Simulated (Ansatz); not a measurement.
## Electronic structure of F₂H₄SSi₂ (SMILES F[SiH2][SiH](F)S) in real space

```yaml
atoms:
  - { symbol: F, position_ang: [-1.4210, 0.4047, 1.5067] }
  - { symbol: Si, position_ang: [0.1713, 0.3849, 1.2777] }
  - { symbol: Si, position_ang: [0.5293, -0.4728, -0.8781] }
  - { symbol: F, position_ang: [0.5573, -2.0745, -0.8168] }
  - { symbol: S, position_ang: [-1.0176, 0.2599, -2.1286] }
  - { symbol: H, position_ang: [0.6677, 1.7817, 1.3667] }
  - { symbol: H, position_ang: [0.7769, -0.4375, 2.3550] }
  - { symbol: H, position_ang: [1.7967, -0.0367, -1.5117] }
  - { symbol: H, position_ang: [-1.9723, 0.1440, -1.1881] }
```

Geometry: PBE0-D4/def2-TZVP.

Level of theory: Ansatz 0.2.0, RKS PBE0-D4/def2-TZVPP.

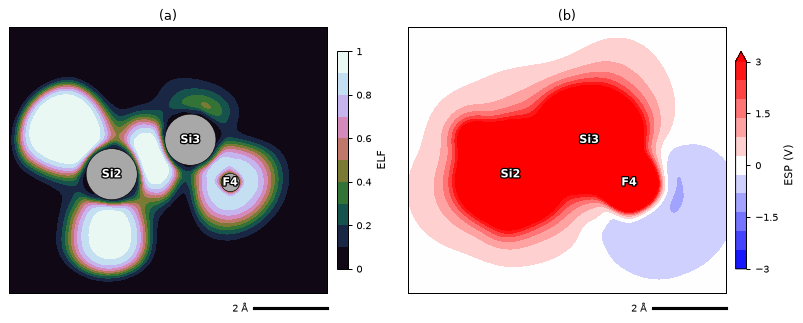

Figure 1. (a) ELF; (b) molecular electrostatic potential on the plane of atoms Si2, Si3 and F4. Grey discs cover the atomic cores in the ELF map.

Question: What do the fields say about this system?

Answer:
- The section cuts through Si and F sites.
- Si–F (1.60 Å): the ELF peaks at about 0.85 in the valence shell of F, 0.6 Å from its nucleus, and is about 0.35 at the midpoint.
- Si–Si (2.35 Å): the ELF peaks at about 1 between the atoms; localised, covalent bonding.
- The ELF also peaks beside F4, away from the bonds: lone-pair regions.
- Outside the dense part of the molecule the potential is most negative (−0.9 V) near F4.

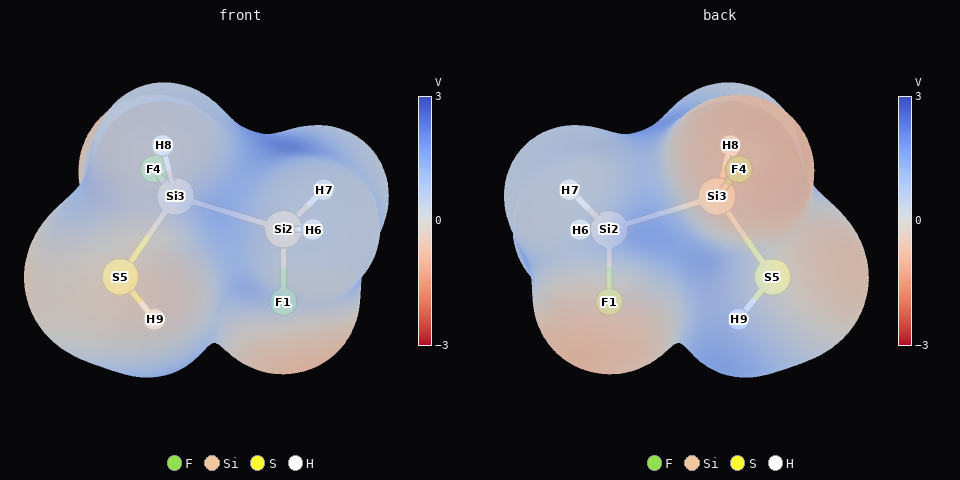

Figure 2. The molecular electrostatic potential painted on the density surface at 0.002 e/bohr³, seen from the front and from behind; the colour scale runs from red (negative) to blue (positive).

Question: Describe the electrostatic potential map.

Answer: The most negative region (about −0.8 V) lies over F4, the most positive (about +2.0 V) over Si2.

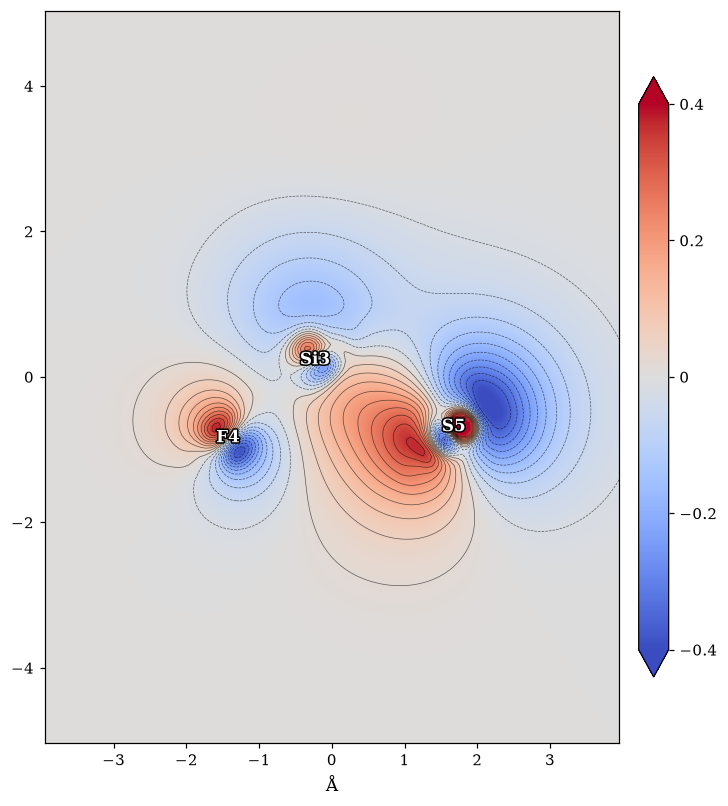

Figure 3. The HOMO−1 on the plane of atoms F4, Si3 and S5 (values in Å⁻³ᐟ²; the overall sign is arbitrary).

Question: Where does this orbital lie, and at what energy?

Answer: Its weight (Hirshfeld) is mainly on S5 (about 35 %), Si3 (about 25 %) and Si2 (about 20 %). Its energy is −8.57 eV.
